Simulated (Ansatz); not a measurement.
**BHLYP/6-31G(d) (spherical functions) run of AlH3 (SMILES [H][Al]([H])[H])**

Aim: the electronic atomisation energy of AlH3 at BHLYP/6-31G* (spherical functions), from 3 runs. 

The results are computed with Ansatz 0.2.0.

61 further runs of the same task are left out: 2 that didn't finish, 59 set aside as unsound or not needed.

## (1) The system as given

AlH3 has 4 atoms, charge 0, and is taken as a singlet. As SMILES, `[H][Al]([H])[H]`. The shape comes from GFN2-xTB, which is rough for such elements, and wasn't checked as a minimum.

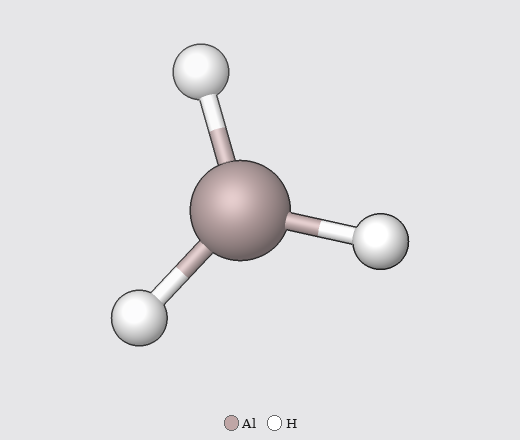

Viewed from a chosen angle; aluminium light grey, hydrogen white.

## (2) A single-point energy at BHLYP/6-31G(d) (spherical functions)

run.yaml reads:

```yaml
crystal:
  periodic: [false, false, false]
  atoms:
    - {symbol: Al, position_ang: [-0.000010, -0.000020, 0.000020]}
    - {symbol: H, position_ang: [1.552650, -0.030520, 0.014610]}
    - {symbol: H, position_ang: [-0.749810, 1.359840, -0.019120]}
    - {symbol: H, position_ang: [-0.802830, -1.329300, 0.004480]}
basis:
  gaussian: {orbitals: 6-31G_st_-spherical.json}
hamiltonian: {xc: {name: BHLYP}}
accuracy: high
```

The basis set 6-31G* is read from a file made from the Basis Set Exchange's data (not shown).

On the command line:

```sh
$ ansatz run run.yaml --threads 1 --pin off --max-ram 2610MiB --events-out events.jsonl --progress --plain --runs-dir runs
```

Output:

```text
Warning: RAYON_NUM_THREADS=1 ignored (pool sized by the plan → 1); use --threads N
Functional definition: BHLYP
  name "BHLYP"
  parameter a = 0.5
  exchange = (1 - a)*b88_x + a*exact_x
  correlation = lyp_c
453 factors; integrals over basis functions are off by at most 3.6e-9 eV
mean field evaluation 1: about -6644.1862 eV, gradient 6.7e0 eV
mean field evaluation 2: about -6644.3473 eV, gradient 7.8e-1 eV
mean field evaluation 4: about -6644.3533 eV, gradient 1.7e-1 eV
mean field evaluation 8: about -6644.3535 eV, gradient 9.3e-5 eV
mean field -6644.35345097 eV, -244.1754856186 hartree, gradient 3.9e-8 eV, S^2 0.000000; 0 other end points of the search recorded, 0 dependent functions left out
reference -6644.35347497 eV, -244.1754865004 hartree; 8, 8 occupied and 16, 16 virtual orbitals, 453 factors
Total energy: -6644.35347497 eV, -244.1754865004 hartree
```

Wall time 0.72 s (1 thread of Arm Neoverse V2, shared host).

## (3) The Al atom, same level

job.yaml reads:

```yaml
basis:
  gaussian: {orbitals: 6-31G_st_-spherical.json}
crystal:
  periodic: [false, false, false]
  atoms:
    - symbol: Al
      position_ang: [0.000000, 0.000000, 0.000000]
magnetization: {spin_polarized: true, initial_magnetization: 1}
hamiltonian: {xc: {name: BHLYP}}
accuracy: high
```

The basis set 6-31G* is read from a file made from the Basis Set Exchange's data (not shown).

Run the same way, it converges to -242.35044 Eh (log not shown).

## (4) The H atom, same level

job.yaml reads:

```yaml
crystal:
  periodic: [false, false, false]
  atoms:
    - {symbol: H, position_ang: [0.000000, 0.000000, 0.000000]}
basis:
  gaussian:
    orbitals: "6-31G*"
magnetization:
  spin_polarized: true
  initial_magnetization: 1
hamiltonian:
  xc: {name: BHLYP}
accuracy: high
```

Run the same way, it converges to -0.49683 Eh (log not shown).

## (5) Results

Level: BHLYP/6-31G* (spherical functions).

| quantity | value |
| --- | --- |
| molecule: total energy | -244.17549 Eh |
| Al atom: total energy | -242.35044 Eh |
| Al atom: ⟨S²⟩ | 0.753 |
| H atom: total energy | -0.49683 Eh |
| H atom: ⟨S²⟩ | 0.750 |
| electronic atomisation energy | 9.103 eV |

**Reading.** Taking the molecule apart into free atoms costs 9.10 eV (210 kcal/mol), before zero-point energy and without spin-orbit coupling.
